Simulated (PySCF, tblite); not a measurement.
**C4H3FO: geometry, infrared bands, NMR shifts and spin-spin couplings**

What infrared bands, NMR shifts and spin-spin couplings should C4H3FO (`O=C=C/C=C/F`) show?

The runs use tblite 0.8.0 and PySCF 2.14.0, with density-fitted response routines of our own; the level of theory stands in each step. All values are computed, except where a source is named. Atoms count from 0, in the outputs and in this text.

**1. The molecule as given**

9 atoms, charge 0, multiplicity 1; geometry from: force field or distance geometry start.

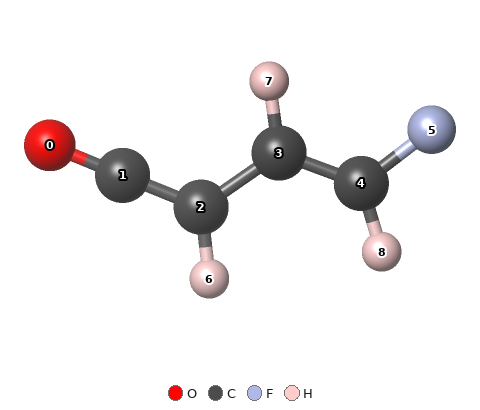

As it starts; oxygen red, carbon dark grey, fluorine light blue, hydrogen pink, atoms numbered.

**2. Geometry optimisation with GFN2-xTB**

The job: settings as JSON, then the geometry in Å.

```
{"job": {"kind": "relax", "xc": "GFN2-xTB", "basis": "xTB"}, "charge": 0, "multiplicity": 1}
O      3.114100    -0.468300     0.316700
C      2.022200    -0.100000     0.011400
C      0.844900     0.293300    -0.305500
C     -0.352900    -0.271400     0.262000
C     -1.587500     0.110600    -0.041000
F     -2.669300    -0.457800     0.518300
H      0.742200     1.092100    -1.046300
H     -0.226200    -1.068500     1.009500
H     -1.873900     0.876000    -0.750300
```

Launch:

```console
$ OMP_NUM_THREADS=1 python probes_run.py task.json out
```

The driver reads the jobs from task.json and runs them one after another.

**Question.** This job is followed by: GFN2-xTB harmonic vibrations, gas phase; GIAO PBE0/pcSseg-1 NMR shielding, non-relativistic, gas phase; B3LYP/pcJ-1 indirect spin-spin coupling, non-relativistic, gas phase. What will the session give for the following? strongest single infrared mode (GFN2-xTB); zero-point energy (GFN2-xTB); 13C shifts against TMS (PBE0/pcSseg-1); 1H shifts against TMS (PBE0/pcSseg-1); 17O shifts against H2O (PBE0/pcSseg-1); 19F shifts against CFCl3 (PBE0/pcSseg-1); largest coupling of the table (B3LYP/pcJ-1).

The runs gave:

| quantity | value |
| --- | --- |
| strongest single infrared mode (GFN2-xTB) | 2276 cm⁻¹, 1498 km/mol |
| zero-point energy (GFN2-xTB) | 35.7 kcal/mol |
| 13C shifts against TMS (PBE0/pcSseg-1) | 210.2, 152.5, 104.9, 22.4 ppm |
| 1H shifts against TMS (PBE0/pcSseg-1) | 6.95, 5.82, 3.80 ppm |
| 17O shifts against H2O (PBE0/pcSseg-1) | 409.3 ppm |
| 19F shifts against CFCl3 (PBE0/pcSseg-1) | -133.0 ppm |
| largest coupling of the table (B3LYP/pcJ-1) | 1J(C,F) C4–F5, -324.4 Hz |

In words: Over 23 steps the energy fell by 0.079 eV; of the close pairs, O0–C1 changed most, 1.192 to 1.160 Å. All 21 modes are real, so the xTB geometry is a minimum. The strongest single mode, at 2276 cm⁻¹, moves mainly C1. Unscaled tight-binding wavenumbers are off by several per cent, some by more. Its intensities can rank the bands wrongly. At PBE0/pcSseg-1: The widest tensor belongs to O0: span 378 ppm, with a paramagnetic part of -474 ppm. Of the pairs tabulated at B3LYP/pcJ-1, C4–F5 couples most strongly (-324.4 Hz; Fermi contact -316.4 Hz). Couplings across rotatable bonds belong to this one conformer; where others are populated, the observed values are averages.
